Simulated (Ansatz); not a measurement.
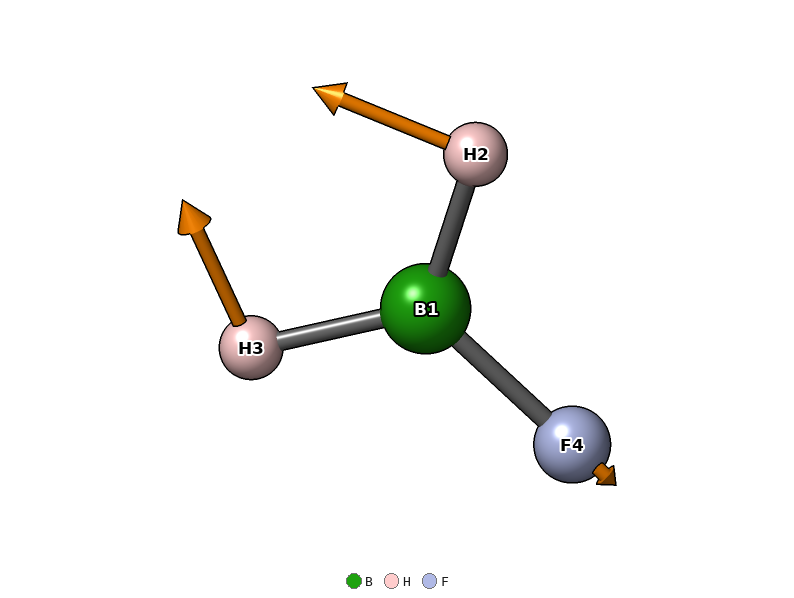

The arrows show one normal mode. Harmonic vibrations computed with RKS PBE0-D4/def2-TZVP (Ansatz 0.2.0) at a stationary point of the same level.

Question: Estimate its harmonic wavenumber.

Answer: 1180 cm⁻¹; it is mode 3 of 6 counted from the lowest.
